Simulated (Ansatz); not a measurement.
**BNH2Cl (SMILES N[B]Cl): UHF/def2-TZVP**

What is the vertical ionisation energy of BNH2Cl at UHF/def2-TZVP? 

The calculation is run with Ansatz 0.2.0.

61 further runs of the same task are left out: 61 set aside as unsound or not needed.

## (1) Starting point

BNH2Cl: 5 atoms, total charge 0, spin state doublet. As SMILES, `N[B]Cl`. The coordinates come from a PBE0-D4/def2-TZVP relaxation. This is one conformer, not always the lowest.

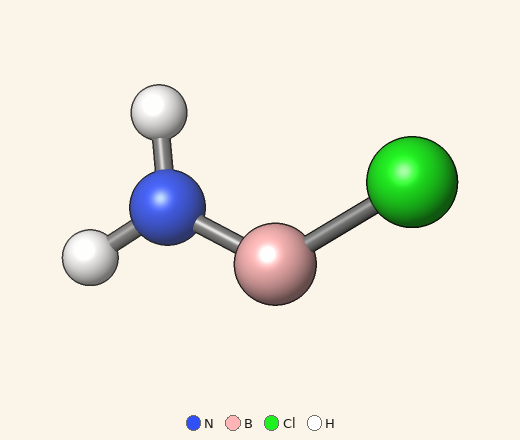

Viewed from a chosen angle; nitrogen blue, boron pink, chlorine green, hydrogen white.

## (2) The energy at UHF/def2-TZVP

job.yaml

```yaml
crystal:
  periodic: [false, false, false]
  atoms:
    - {symbol: N, position_ang: [-0.334000, 0.412100, -0.256700]}
    - {symbol: B, position_ang: [-0.098400, -0.544600, 0.704400]}
    - {symbol: Cl, position_ang: [1.343200, -1.526200, 0.784600]}
    - {symbol: H, position_ang: [-1.176700, 0.959900, -0.273100]}
    - {symbol: H, position_ang: [0.315800, 0.625100, -1.000600]}
basis:
  gaussian:
    orbitals: def2-TZVP
magnetization:
  spin_polarized: true
  initial_magnetization: 1
hamiltonian:
  xc: hf
accuracy: high
output:
  orbitals: {seedname: orbitals}
```

Run with:

```
$ ansatz run job.yaml --threads 1 --pin off --max-ram 3480MiB --events-out events.jsonl --progress --plain --runs-dir runs
```

Output:

```text
Warning: RAYON_NUM_THREADS=1 ignored (pool sized by the plan → 1); use --threads N
Functional definition: HF
  name "HF"
  exchange = exact_x
  correlation = 0
1844 factors; integrals over basis functions are off by at most 3.6e-9 eV
mean field evaluation 1: about -14687.8685 eV, gradient 2.3e1 eV
mean field evaluation 2: about -14687.8726 eV, gradient 2.3e1 eV
mean field evaluation 4: about -14690.5729 eV, gradient 2.7e0 eV
mean field evaluation 8: about -14690.6920 eV, gradient 2.0e-1 eV
mean field -14690.69317257 eV, -539.8730163824 hartree, gradient 7.6e-8 eV, S^2 0.756624; 0 other end points of the search recorded, 0 dependent functions left out
reference -14690.69317257 eV, -539.8730163824 hartree; 16, 15 occupied and 95, 96 virtual orbitals, 1844 factors
Total energy: -14690.69317257 eV, -539.8730163824 hartree
```

Run time: 3.3 s. Hardware: 1 thread of Arm Neoverse V2, shared host; peak memory 0.31 GiB.

## (3) The singlet cation, same level

job.yaml

```yaml
crystal:
  periodic: [false, false, false]
  atoms:
    - {symbol: "N", position_ang: [-0.334000, 0.412100, -0.256700]}
    - {symbol: B, position_ang: [-0.098400, -0.544600, 0.704400]}
    - {symbol: Cl, position_ang: [1.343200, -1.526200, 0.784600]}
    - {symbol: H, position_ang: [-1.176700, 0.959900, -0.273100]}
    - {symbol: H, position_ang: [0.315800, 0.625100, -1.000600]}
basis:
  gaussian:
    orbitals: def2-TZVP
total_charge: 1
hamiltonian:
  xc: hf
accuracy: high
output: {orbitals: {seedname: orbitals}}
```

Run with:

```
$ ansatz run job.yaml --threads 1 --pin off --max-ram 3480MiB --events-out events.jsonl --progress --plain --runs-dir runs
```

Output:

```text
Warning: RAYON_NUM_THREADS=1 ignored (pool sized by the plan → 1); use --threads N
Functional definition: HF
  name "HF"
  exchange = exact_x
  correlation = 0
1844 factors; integrals over basis functions are off by at most 3.6e-9 eV
mean field evaluation 1: about -14677.8848 eV, gradient 4.8e1 eV
mean field evaluation 2: about -14677.8885 eV, gradient 4.8e1 eV
mean field evaluation 4: about -14682.4665 eV, gradient 2.8e0 eV
mean field evaluation 8: about -14682.5081 eV, gradient 1.4e-3 eV
mean field evaluation 16: about -14659.2830 eV, gradient 6.5e1 eV
mean field -14682.50813170 eV, -539.5722216785 hartree, gradient 1.8e-8 eV, S^2 0.000000; 0 other end points of the search recorded, 0 dependent functions left out
reference -14682.50813170 eV, -539.5722216785 hartree; 15, 15 occupied and 96, 96 virtual orbitals, 1844 factors
Total energy: -14682.50813170 eV, -539.5722216785 hartree
```

It took 2.5 s on 1 thread of Arm Neoverse V2, shared host; peak memory 0.27 GiB.

## (4) What came out

At UHF/def2-TZVP:

```
                                          quantity          value
                      doublet BNH2Cl: total energy  -539.87302 Eh
doublet BNH2Cl: HOMO energy (highest over α and β)       -9.33 eV
 doublet BNH2Cl: LUMO energy (lowest over α and β)        2.14 eV
                              doublet BNH2Cl: ⟨S²⟩          0.757
                      singlet cation: total energy  -539.57222 Eh
                       singlet cation: HOMO energy      -18.60 eV
                       singlet cation: LUMO energy       -6.93 eV
                     singlet cation: HOMO–LUMO gap       11.66 eV
vertical ionisation energy (to the singlet cation)       8.185 eV
```

**Reading.** The vertical ionisation energy comes to 8.19 eV (189 kcal/mol). Only the singlet of the ionised species was computed; a triplet could lie lower.
